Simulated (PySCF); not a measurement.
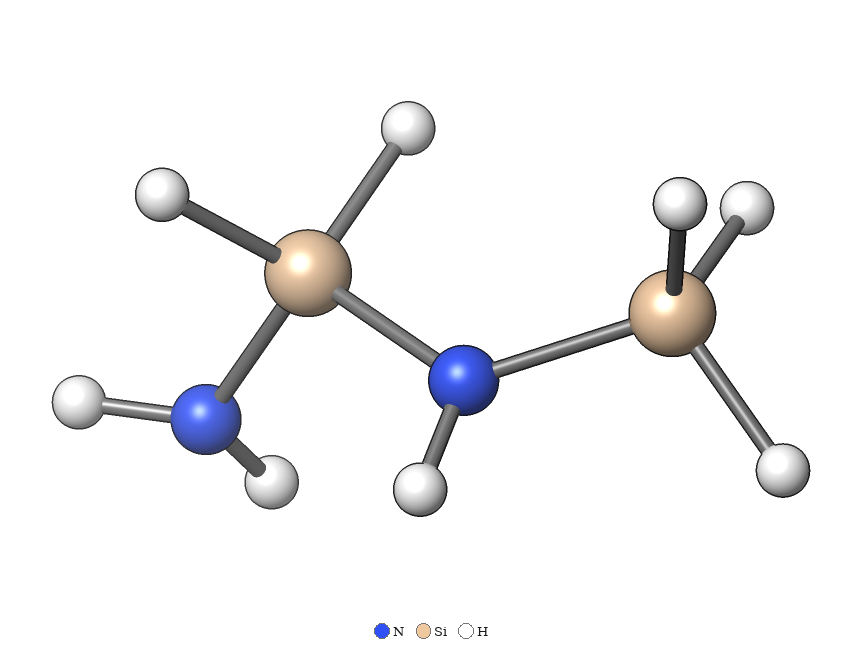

The computed structure is the end point of a PBE0-D3(BJ)/def2-SVP optimisation. No frequency run is at hand to confirm it as a minimum.

Give the structural formula.

SMILES: N[SiH2]N[SiH3]

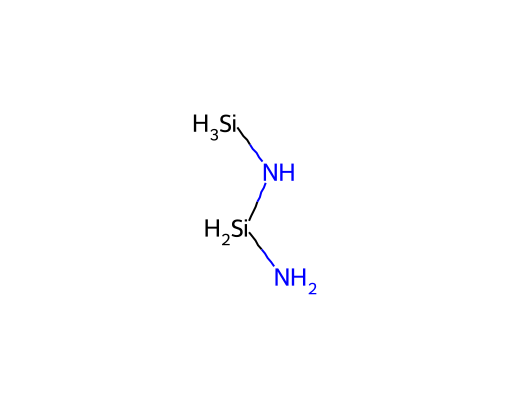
